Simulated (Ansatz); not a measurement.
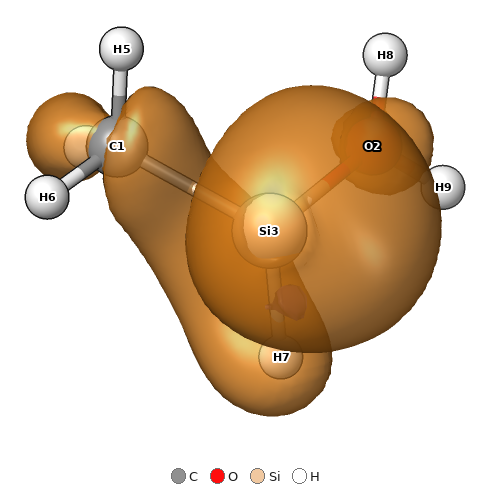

Figure 1: CH6OSi (SMILES C[SiH][OH2+]) (charge +1, doublet). Isosurfaces of the spin density at +0.015 (orange) and −0.015 e/Å³ (purple), seen at a tilt.

Geometry: B3LYP-D3(BJ)/def2-SVP.

These are results of isolated molecule in a Gaussian basis; Kohn-Sham density functional theory, functional PBE0 (Ansatz), not measurements.

```xyz
9

C     1.0168   -1.2139   -1.7654
O     2.0470   -0.3831    0.8570
Si    1.8487    0.2269   -0.9370
H     0.0940   -1.4793   -1.2208
H     1.6711   -2.0951   -1.8509
H     0.7430   -0.9002   -2.7877
H     1.0149    1.4125   -0.5953
H     2.4743   -1.2275    1.0971
H     2.0621    0.2238    1.6223
```

**Describe the spin distribution.**

The unpaired spin (1 electron) lies mostly on Si3 (about 0.8) and C1 (about 0.1), in electrons by Hirshfeld's partition.
